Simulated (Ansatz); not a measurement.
## Lattice dynamics of Ba2H3I (P-3m1)

Aim: the vibrations of Ba2H3I (P-3m1), their spectra, and whether the structure is stable.

Calculated with Ansatz 0.2.0; DFT PBEsol, scalar-relativistic, plane waves, PseudoDojo norm-conserving pseudopotentials.

## Step 1: The structure

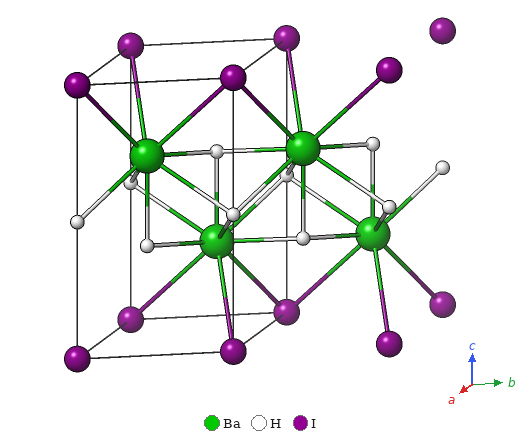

The starting structure, seen slightly off an axis (barium green, hydrogen white, iodine purple). 1×2×1 cells are drawn. Bonds to atoms that aren't drawn are left out. Some periodic images of atoms are drawn too.

Coordinates:

```cif
data_structure
_symmetry_space_group_name_H-M 'P 1'
_symmetry_Int_Tables_number 1
_cell_length_a 4.5364
_cell_length_b 4.5364
_cell_length_c 8.1196
_cell_angle_alpha 90.000
_cell_angle_beta 90.000
_cell_angle_gamma 120.000
_cell_volume 144.71
loop_
_atom_site_label
_atom_site_type_symbol
_atom_site_fract_x
_atom_site_fract_y
_atom_site_fract_z
_atom_site_occupancy
Ba1 Ba 0.66667 0.33333 0.68472 1
Ba2 Ba 0.33333 0.66667 0.31528 1
H3 H 0.66667 0.33333 0.35610 1
H4 H 0.33333 0.66667 0.64390 1
H5 H 0.00000 0.00000 0.50000 1
I6 I 0.00000 0.00000 0.00000 1
```

## Step 2: Relaxation

The cell and atoms are relaxed, since residual forces and stress would shift the frequencies.

input.yaml

```yaml
crystal:
  lattice:
    - [4.5364032317, 0.0, 0.0]
    - [-2.2682016159, 3.9286404405, 0.0]
    - [0.0, 0.0, 8.11955412]
  atoms:
    - { symbol: Ba, position: [0.66666667, 0.33333333, 0.68471938] }
    - { symbol: Ba, position: [0.33333333, 0.66666667, 0.31528062] }
    - { symbol: H, position: [0.66666667, 0.33333333, 0.35610052] }
    - { symbol: H, position: [0.33333333, 0.66666667, 0.64389948] }
    - { symbol: H, position: [0.0, 0.0, 0.5] }
    - { symbol: I, position: [0.0, 0.0, 0.0] }
kpoints:
  mp_grid: { grid: [6, 6, 4] }
hamiltonian:
  xc: pbesol
  pseudopotentials: { kind: nc, accuracy: standard }
scf:
  occupations: { method: gaussian, width: 0.02 }
output:
  forces: true
  stress: true
  eigenvalues: true
  write_density: true
  write_potential: true
  elf: true
  volumetric_format: npy
relax:
  adjacent_minimum: "off"
  f_tol: 0.005
  max_steps: 80
  cell: { stress_tol: 0.05 }
```

Launch:

```bash
$ ansatz run input.yaml --threads 4 --pin off --max-ram 7168MiB --backend cpu --events-out ev --progress --plain --runs-dir out
```

Numbers of over 12 decimals in the logs are rounded to 6 here.

Log:

```text
Engine: ansatz 0.2.0, aarch64-unknown-linux-gnu
Pseudopotentials: kind: nc
Pseudopotential: Ba, nc, valence charge 10, recommended cutoff 770 eV (normal), Ba.nc.azcp (PseudoDojo's, or run here from an input of PseudoDojo's; its table is named by hamiltonian.pseudopotentials.accuracy)
Pseudopotential: H, nc, valence charge 1, recommended cutoff 979.609905 eV (normal), H.nc.azcp (PseudoDojo's, or run here from an input of PseudoDojo's; its table is named by hamiltonian.pseudopotentials.accuracy)
Pseudopotential: I, nc, valence charge 7, recommended cutoff 952.398519 eV (normal), I.nc.azcp (PseudoDojo's, or run here from an input of PseudoDojo's; its table is named by hamiltonian.pseudopotentials.accuracy)
Functional definition: PBEsol
  exchange = pbesol_x
  correlation = pbesol_c
Crystal: 6 atoms, lattice volume = 144.706 Å³
Basis set: ecut = 979.609905 eV, 10043 PW (Γ), exchange–correlation on 96×96×180 points (8 copies of the dense FFT grid, shifted against one another)
Bands: 21, of which v1, the nominal top of the filled ones, is band 15 counted from 1 (14 counted from 0)
Symmetry: 12 space group operations
Space group: P-3m1 (ITA 164), of the structure as read, at distance tolerance 5.3e-5 Å
k-points: 24 of 144
Non-local potential: Ba, projectors of the file, l = 0: 2, l = 1: 2, l = 2: 2, l = 3: 2
Non-local potential: H, projectors of the file, l = 0: 2, l = 1: 1
Non-local potential: I, projectors of the file, l = 0: 2, l = 1: 2, l = 2: 2, l = 3: 2
Initial density: superposition of atomic densities (chi_scale 0.1, normalization cell, long waves kept (reshape's long-wave potential 0.17 eV rms))
Initial wavefunctions: pseudopotential atomic-orbital guess
Functional: x = pbesol(κ = 0.804, μ = 0.123457), c = pbesol(β = 0.046)
SCF iter   1: F=—  HF=-1934.591949 eV  |F-HF|=—  |Δ(HF+E_count)|=         —  Δρ=6.19e-2  dr2=3.27e1  ethr=3.10e-3  ⟨swp⟩=16.6  Hψ=5123  notcnv=0
preconditioner: auto → Resta (q_TF=auto, 2.099 Å⁻¹)  ε∞=3.2  [insulator: Δε(μ)=0.045 eV  Ē_g=10.678 eV  σ=0.020 eV  W_gap=0.66  n_scr=22 (ndim 8)  ℏωp=15.7 eV  f_vac=0.000  D(μ)=2.67/eV (n_scr^D=22)  ε∞_Penn≈3.2]
SCF iter   2: F=—  HF=-1929.074415 eV  |F-HF|=—  |Δ(HF+E_count)|=    5.52e0  Δρ=1.95e-2  dr2=9.44e-1  ethr=3.10e-3  ⟨swp⟩=7.2  Hψ=1814  notcnv=0  defer=35
SCF iter   3: F=—  HF=-1928.830978 eV  |F-HF|=—  |Δ(HF+E_count)|=   2.43e-1  Δρ=8.72e-3  dr2=2.31e-1  ethr=3.10e-3  ⟨swp⟩=2.9  Hψ=815  notcnv=0  defer=36
SCF iter   4: F=—  HF=-1928.785025 eV  |F-HF|=—  |Δ(HF+E_count)|=   4.60e-2  Δρ=2.14e-3  dr2=9.99e-3  ethr=7.71e-4  ⟨swp⟩=4.8  Hψ=1175  notcnv=0  defer=41
SCF iter   5: F=—  HF=-1928.787480 eV  |F-HF|=—  |Δ(HF+E_count)|=   2.45e-3  Δρ=2.90e-4  dr2=1.06e-4  ethr=3.33e-5  ⟨swp⟩=5.5  Hψ=1248  notcnv=0  defer=40
SCF iter   6: F=—  HF=-1928.787625 eV  |F-HF|=—  |Δ(HF+E_count)|=   1.45e-4  Δρ=7.22e-5  dr2=1.14e-5  ethr=3.52e-7  ⟨swp⟩=3.2  Hψ=963  notcnv=0  defer=38
SCF iter   7: F=—  HF=-1928.787644 eV  |F-HF|=—  |Δ(HF+E_count)|=   1.97e-5  Δρ=1.56e-5  dr2=4.83e-7  ethr=3.81e-8  ⟨swp⟩=2.8  Hψ=811  notcnv=0  defer=38
SCF iter   8: F=-1928.787645 eV  HF=-1928.787645 eV  |F-HF|=2.38e-9  |Δ(HF+E_count)|=   4.92e-7  Δρ=3.70e-6  dr2=2.78e-8  ethr=3.33e-10  ⟨swp⟩=31.8  Hψ=7037  notcnv=0
SCF 1 converged in 8 iterations: F = -1928.787645 eV  dr2 = 2.78e-8
relax step   1: F+E_penalty+E_count = -1928.78764490 eV  Δ(F+E_penalty+E_count) = +0.000e0 eV  max|allowed force component| = 5.530e-2 eV/Å  Δτ_max = 0.0000 Å  P = -2.024 GPa  Ω = 144.706 Å³  (8 SCF iters, dr2 threshold 1.00e-7 eV, accepted)
Crystal: 6 atoms, lattice volume = 133.086 Å³
Basis set: ecut = 979.609905 eV, 9257 PW (Γ), exchange–correlation on 96×96×180 points (8 copies of the dense FFT grid, shifted against one another)
Initial density: handed on by an earlier stage of this run
Initial wavefunctions: those handed on with the density
iter 1 solved again at ethr=7.04e-4 eV; its pass at ethr=3.10e-3 eV (dr2=2.11e-1 eV) is discarded
SCF iter   1: F=—  HF=-1928.902520 eV  |F-HF|=—  |Δ(HF+E_count)|=         —  Δρ=6.75e-3  dr2=2.18e-1  ethr=7.04e-4  ⟨swp⟩=1.4  Hψ=4608  notcnv=0
preconditioner: auto → Resta (q_TF=auto, 2.128 Å⁻¹)  ε∞=3.1  [insulator: Δε(μ)=2.467 eV  Ē_g=11.457 eV  σ=0.020 eV  W_gap=1.00  n_scr=22 (ndim 8)  ℏωp=16.4 eV  f_vac=0.000  D(μ)=0.00/eV (n_scr^D=0)  ε∞_Penn≈3.1]
SCF iter   2: F=—  HF=-1928.844138 eV  |F-HF|=—  |Δ(HF+E_count)|=   5.84e-2  Δρ=2.47e-3  dr2=3.53e-2  ethr=7.04e-4  ⟨swp⟩=3.8  Hψ=887  notcnv=0
SCF iter   3: F=—  HF=-1928.833215 eV  |F-HF|=—  |Δ(HF+E_count)|=   1.09e-2  Δρ=7.40e-4  dr2=1.18e-3  ethr=1.18e-4  ⟨swp⟩=5.1  Hψ=1178  notcnv=0  defer=36
SCF iter   4: F=—  HF=-1928.833135 eV  |F-HF|=—  |Δ(HF+E_count)|=   8.03e-5  Δρ=1.90e-4  dr2=8.60e-5  ethr=3.95e-6  ⟨swp⟩=3.1  Hψ=958  notcnv=0  defer=36
SCF iter   5: F=—  HF=-1928.833141 eV  |F-HF|=—  |Δ(HF+E_count)|=   5.98e-6  Δρ=3.83e-5  dr2=2.80e-6  ethr=2.87e-7  ⟨swp⟩=2.0  Hψ=793  notcnv=0  defer=36
SCF iter   6: F=-1928.833143 eV  HF=-1928.833143 eV  |F-HF|=1.67e-7  |Δ(HF+E_count)|=   2.17e-6  Δρ=9.59e-6  dr2=1.16e-7  ethr=2.00e-9  ⟨swp⟩=25.9  Hψ=6105  notcnv=0
SCF 2 converged in 6 iterations: F = -1928.833143 eV  dr2 = 1.16e-7
relax step   2: F+E_penalty+E_count = -1928.83314340 eV  Δ(F+E_penalty+E_count) = -4.550e-2 eV  max|allowed force component| = 4.202e-1 eV/Å  Δτ_max = 0.0443 Å  P = +0.580 GPa  Ω = 133.086 Å³  energy of the carried Pulay correction = +8.294e-4 eV  (6 SCF iters, dr2 threshold 6.00e-7 eV, accepted)
Crystal: 6 atoms, lattice volume = 129.031 Å³
Basis set: ecut = 979.609905 eV, 8991 PW (Γ), exchange–correlation on 96×96×180 points (8 copies of the dense FFT grid, shifted against one another)
iter 1 solved again at ethr=1.96e-4 eV; its pass at ethr=3.10e-3 eV (dr2=5.89e-2 eV) is discarded
SCF iter   1: F=—  HF=-1928.691539 eV  |F-HF|=—  |Δ(HF+E_count)|=         —  Δρ=6.38e-3  dr2=6.90e-2  ethr=1.96e-4  ⟨swp⟩=2.9  Hψ=4971  notcnv=0
eigensolver tolerance schedule calibrated: the retry pair's looser diagonalisation under-reported the residual by θ = 0.15 (0.12/decade); ethr = c·dr2/N_el runs at the constant in force after the calibration composes with the one it found (an armed cap, an earlier calibration), c = 6.7e-2
preconditioner: auto → Resta (q_TF=auto, 2.139 Å⁻¹)  ε∞=3.1  [insulator: Δε(μ)=0.920 eV  Ē_g=11.565 eV  σ=0.020 eV  W_gap=1.00  n_scr=22 (ndim 8)  ℏωp=16.7 eV  f_vac=0.000  D(μ)=0.00/eV (n_scr^D=0)  ε∞_Penn≈3.1]
SCF iter   2: F=—  HF=-1928.678647 eV  |F-HF|=—  |Δ(HF+E_count)|=   1.29e-2  Δρ=3.31e-3  dr2=1.45e-2  ethr=1.53e-4  ⟨swp⟩=4.5  Hψ=1052  notcnv=0
SCF iter   3: F=—  HF=-1928.676847 eV  |F-HF|=—  |Δ(HF+E_count)|=   1.80e-3  Δρ=6.75e-4  dr2=7.11e-4  ethr=3.22e-5  ⟨swp⟩=4.7  Hψ=1229  notcnv=0
SCF iter   4: F=—  HF=-1928.676954 eV  |F-HF|=—  |Δ(HF+E_count)|=   1.07e-4  Δρ=9.19e-5  dr2=2.05e-5  ethr=1.58e-6  ⟨swp⟩=2.4  Hψ=786  notcnv=0
SCF iter   5: F=—  HF=-1928.676964 eV  |F-HF|=—  |Δ(HF+E_count)|=   1.07e-5  Δρ=1.86e-5  dr2=6.32e-7  ethr=4.57e-8  ⟨swp⟩=2.6  Hψ=842  notcnv=0
SCF iter   6: F=-1928.676965 eV  HF=-1928.676965 eV  |F-HF|=5.03e-9  |Δ(HF+E_count)|=   6.15e-7  Δρ=3.05e-6  dr2=1.13e-8  ethr=1.33e-9  ⟨swp⟩=18.3  Hψ=5344  notcnv=0
SCF 3 converged in 6 iterations: F = -1928.676965 eV  dr2 = 1.13e-8
relax step   3: F+E_penalty+E_count = -1928.67696494 eV  Δ(F+E_penalty+E_count) = +1.562e-1 eV  max|allowed force component| = 1.080e0 eV/Å  Δτ_max = 0.1846 Å  P = +1.456 GPa  Ω = 129.031 Å³  energy of the carried Pulay correction = +1.135e-3 eV  (6 SCF iters, dr2 threshold 6.00e-7 eV, rejected (line search))
[...]
relax step   4: F+E_penalty+E_count = -1928.85611255 eV  Δ(F+E_penalty+E_count) = -2.297e-2 eV  max|allowed force component| = 1.562e-2 eV/Å  Δτ_max = 0.0504 Å  P = -0.192 GPa  Ω = 135.394 Å³  energy of the carried Pulay correction = +6.592e-4 eV  (9 SCF iters, accepted)
[...]
relax step   5: F+E_penalty+E_count = -1928.85678016 eV  Δ(F+E_penalty+E_count) = -6.676e-4 eV  max|allowed force component| = 1.163e-2 eV/Å  Δτ_max = 0.0043 Å  P = -0.027 GPa  Ω = 134.667 Å³  energy of the carried Pulay correction = +7.125e-4 eV  (5 SCF iters, dr2 threshold 1.10e-7 eV, accepted)
[...]
relax step   6: F+E_penalty+E_count = -1928.85688176 eV  Δ(F+E_penalty+E_count) = -1.016e-4 eV  max|allowed force component| = 3.577e-3 eV/Å  Δτ_max = 0.0054 Å  P = +0.007 GPa  Ω = 134.486 Å³  energy of the carried Pulay correction = +7.258e-4 eV  (5 SCF iters, dr2 threshold 8.45e-9 eV, accepted)
Basis set: ecut = 979.609905 eV, 9353 PW (Γ), exchange–correlation on 96×96×162 points (8 copies of the dense FFT grid, shifted against one another)
Initial wavefunctions: pseudopotential atomic-orbital guess (no wavefunctions were taken with the density)
iter 1 solved again at ethr=1.92e-6 eV; its pass at ethr=3.10e-3 eV (dr2=5.76e-4 eV) is discarded
SCF iter   1: F=—  HF=-1928.856316 eV  |F-HF|=—  |Δ(HF+E_count)|=         —  Δρ=3.58e-5  dr2=1.07e-7  ethr=1.92e-6  ⟨swp⟩=4.7  Hψ=6303  notcnv=0
eigensolver tolerance schedule: the retry pair's looser diagonalisation over-reported the residual by 5399.23 of it (diagonalisation noise at an unbounded share of the residual, at the tolerance the schedule requests for it); recorded, not acted on — ethr = c·dr2/N_el stays at c = 1.0e-1
preconditioner: auto → Resta (q_TF=auto, 2.125 Å⁻¹)  ε∞=3.0  [insulator: Δε(μ)=2.023 eV  Ē_g=11.507 eV  σ=0.020 eV  W_gap=1.00  n_scr=22 (ndim 8)  ℏωp=16.3 eV  f_vac=0.000  D(μ)=0.00/eV (n_scr^D=0)  ε∞_Penn≈3.0]
SCF iter   2: F=—  HF=-1928.856340 eV  |F-HF|=—  |Δ(HF+E_count)|=   2.36e-5  Δρ=1.79e-5  dr2=2.07e-8  ethr=3.56e-10  ⟨swp⟩=4.4  Hψ=1487  notcnv=0
SCF iter   3: F=—  HF=-1928.856340 eV  |F-HF|=—  |Δ(HF+E_count)|=   4.96e-7  Δρ=7.33e-6  dr2=3.07e-9  ethr=6.89e-11  ⟨swp⟩=2.9  Hψ=840  notcnv=0
SCF iter   4: F=—  HF=-1928.856340 eV  |F-HF|=—  |Δ(HF+E_count)|=   1.01e-7  Δρ=2.22e-7  dr2=6.13e-11  ethr=1.00e-12  ⟨swp⟩=12.8  Hψ=4320  notcnv=0
SCF iter   5: F=-1928.856340 eV  HF=-1928.856340 eV  |F-HF|=2.27e-12  |Δ(HF+E_count)|=  2.05e-11  Δρ=7.04e-8  dr2=8.69e-12  ethr=1.00e-12  ⟨swp⟩=8.1  Hψ=2571  notcnv=0
SCF 7 converged in 5 iterations: F = -1928.856340 eV  dr2 = 8.69e-12
relax step   7: F+E_penalty+E_count = -1928.85634028 eV  Δ(F+E_penalty+E_count) = +5.415e-4 eV  max|allowed force component| = 3.592e-3 eV/Å  Δτ_max = 0.0000 Å  P = +0.002 GPa  Ω = 134.486 Å³  stress off target by 4.87e-3 GPa  SCF on the basis re-selected at this cell (its energy is not comparable with the rows above)  (5 SCF iters)
basis re-selected at this cell: Δ(F+E_penalty+E_count) = +5.415e-4 eV, ΔP = -0.005 GPa vs the last step (what re-selecting the basis moved, of the pressure what is left beyond the Pulay correction that the steps carried, after the strain that the cell walked since its last selection, with what the two solves' SCF thresholds leave and, on support functions, any second-order correction that the steps lacked; it is no measure of the basis error at this ecutwfc). The dense FFT grid was sized anew with the basis: this SCF ran on 48×48×81 points, the steps before it on 48×48×90, so part of this shift can come from that change (see relax.cell in the input reference). [rest of the remark cut]
SCF converged after 5 iterations
Free energy (F): -1928.856340 eV
Harris-Foulkes:  -1928.856340 eV  (|F-HF|=2.27e-12)
Internal energy: -1928.856340 eV  (E = F + TS)
E sigma→0 (E₀):  -1928.856340 eV
Fermi energy:    7.633195 eV
--- Per-component energies (eV) ---
  E_band       = -115.656767
  E_kinetic    = 487.700699
  E_local      = -895.370682  (includes V_loc(G=0)·N_el)
  E_nonlocal   = 260.007801
  E_hartree    = 220.245206
  E_xc         = -493.333000
  E_vxc        = -408.484978  (∫ρ·V_xc dr)
  E_ewald      = -1508.106364
  E_smearing   = -0.000000  (= −TS)
  E_closure    = -0.000000  (closes the sum)
  Σ components = -1928.856340   (vs F -1928.856340, Δ=0.00e0)
--- Forces (eV/Å), atoms counted from 1 ---
  atom   1  Ba    -0.00000000    -0.00000000     0.00149242
  atom   2  Ba     0.00000000     0.00000000    -0.00149242
  atom   3  H      0.00000000     0.00000000    -0.00359150
  atom   4  H     -0.00000000    -0.00000000     0.00359150
  atom   5  H     -0.00000000    -0.00000000     0.00000000
  atom   6  I      0.00000000     0.00000000     0.00000000
  max |Σ_I F_I| component: 4.28e-17 eV/Å
--- Stress (GPa, compression-positive) ---
        0.000066       0.000000       0.000000
        0.000000       0.000066      -0.000000
        0.000000      -0.000000       0.004873
  P = ⅓ Tr σ = 0.0017 GPa (0.017 kbar)
--- Band table (eV; the first three rows and the last of 24) ---
  k-point 0: bands = [... 11 lower, 4.2661, 4.2661, 4.3714, 6.5775, 9.1651, 9.3140, 9.3140, 9.4126, ... 2 higher]
  k-point 1: bands = [... 11 lower, 4.2549, 4.2549, 4.4077, 6.5970, 9.1973, 9.1973, 9.2626, 9.6527, ... 2 higher]
  k-point 2: bands = [... 11 lower, 4.2438, 4.2438, 4.4640, 6.6218, 9.1119, 9.1119, 9.3548, 10.0033, ... 2 higher]
  k-point 23: bands = [... 11 lower, 3.3074, 4.6157, 4.7945, 4.7945, 9.8102, 9.8102, 9.9703, 11.1522, ... 2 higher]
--- Relaxed structure (6 steps of the walk, 5 accepted, 1 SCFs on fresh bases) ---
  F+E_penalty+E_count = -1928.85634028 eV   max|allowed force component| = 3.592e-3 eV/Å   (the final SCF, on the basis selected at the relaxed cell)
  cell:  # Å, volume = 134.4861 Å³
    - [4.429015, 2.818405622791087e-11, -8.172799857076442e-18]
    - [-2.214507, 3.835639, 4.086399928538218e-18]
    - [-1.4628216973179373e-17, 0, 7.916487]
  atoms:
    - { symbol: Ba, position: [0.666667, 0.333333, 0.685486] }
    - { symbol: Ba, position: [0.333333, 0.666667, 0.314514] }
    - { symbol: H, position: [0.666667, 0.333333, 0.356499] }
    - { symbol: H, position: [0.333333, 0.666667, 0.643501] }
    - { symbol: H, position: [0.0, 0, 0.500000] }
    - { symbol: I, position: [0, 0, 0] }
```

Elapsed: 1.9 min, on 4 threads of Arm Neoverse N1, shared host; peak memory 0.81 GiB; 5.8 min of CPU time.

Relaxation path:

```
step  energy less that of the first step (eV)  largest force component (eV/Å)  pressure (GPa)  volume (Å³)
   1                                   0.0000                          0.0553           -2.02       144.71
   2                                  -0.0455                          0.4202            0.58       133.09
   3                                   0.1107                          1.0803            1.46       129.03
   4                                  -0.0685                          0.0156           -0.19       135.39
   5                                  -0.0691                          0.0116           -0.03       134.67
   6                                  -0.0692                          0.0036            0.01       134.49
  7*                                  -0.0687                          0.0036            0.00       134.49
```

Relaxation steps marked * repeat the geometry before them on a plane-wave basis chosen anew for their cell, so energy and pressure can jump there. Relaxation step 3 was tried and not accepted.

Forces are held to the 12 operations that the run works with; a distortion that breaks them can't arise in this run.

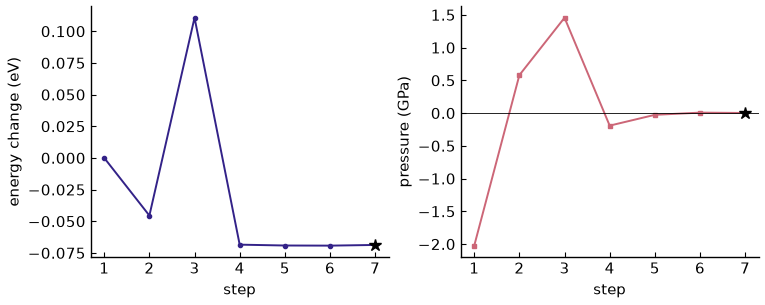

Energy and pressure along the relaxation. Stars mark steps on a basis chosen anew.

```
conventional cell, symmetrised  before  after  change
                         a (Å)   4.536  4.429  -2.4 %
                         b (Å)   4.536  4.429  -2.4 %
                         c (Å)   8.120  7.916  -2.5 %
              volume (Å³/atom)   24.12  22.41  -7.1 %
```

Final coordinates:

```cif
data_structure
_symmetry_space_group_name_H-M 'P 1'
_symmetry_Int_Tables_number 1
_cell_length_a 4.4290
_cell_length_b 4.4290
_cell_length_c 7.9165
_cell_angle_alpha 90.000
_cell_angle_beta 90.000
_cell_angle_gamma 120.000
_cell_volume 134.49
loop_
_atom_site_label
_atom_site_type_symbol
_atom_site_fract_x
_atom_site_fract_y
_atom_site_fract_z
_atom_site_occupancy
Ba1 Ba 0.66667 0.33333 0.68549 1
Ba2 Ba 0.33333 0.66667 0.31451 1
H3 H 0.66667 0.33333 0.35650 1
H4 H 0.33333 0.66667 0.64350 1
H5 H 0.00000 0.00000 0.50000 1
I6 I 0.00000 0.00000 0.00000 1
```

This step gave:

```yaml
pressure: 0.001668 GPa
gap_on_the_k_mesh: 2.023 eV
volume_per_atom: 22.41 Å³
direct_gap_on_mesh: 2.490 eV
```

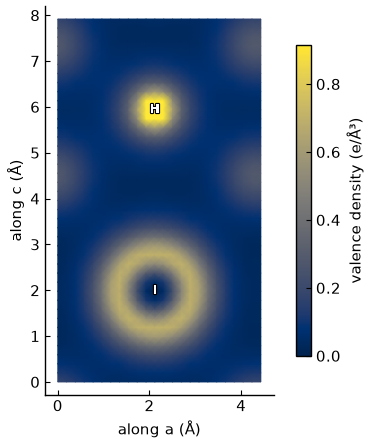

Valence density in the ac plane at fractional y = 0.000, with atoms of H and I within 0.2 Å of it. It is the smooth field of the valence electrons, not physical close to the nuclei. The map starts off the cell's origin, so that atoms lie inside it.

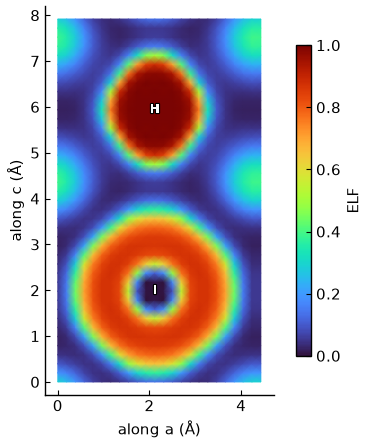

ELF in the ac plane at fractional y = 0.000, with atoms of H and I within 0.2 Å of it. It is the smooth field of the valence electrons, not physical close to the nuclei. The map starts off the cell's origin, so that atoms lie inside it.

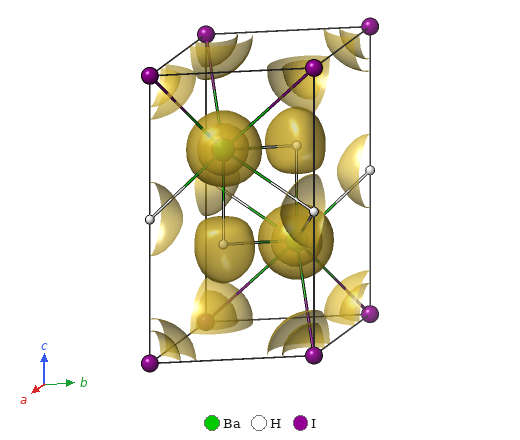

Surface of ELF = 0.85. Bonds to atoms that aren't drawn are left out.

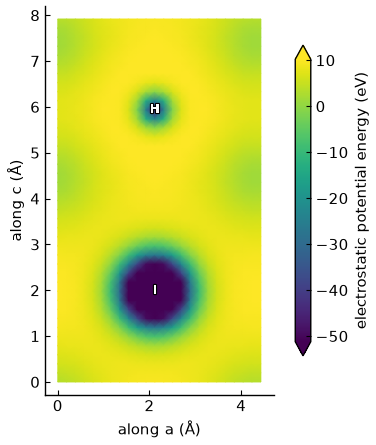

Electrostatic potential energy in the ac plane at fractional y = 0.000, with atoms of H and I within 0.2 Å of it. With pseudopotentials it is smooth inside the atoms' cores, unlike the true potential. The map starts off the cell's origin, so that atoms lie inside it.

In this step the volume went from 24.12 to 22.41 Å³/atom.

(Part 1 of 2 ends here.)

[Logs are printed without paths, hosts, clocks, repeated set-up lines and the standing remarks that a program may print on its own settings, such as how far it seeks lower states.]

[Hosts, paths, dates, database ids (printed as entryN), source tags and the programs' standing remarks are cut or masked in the printed files.]
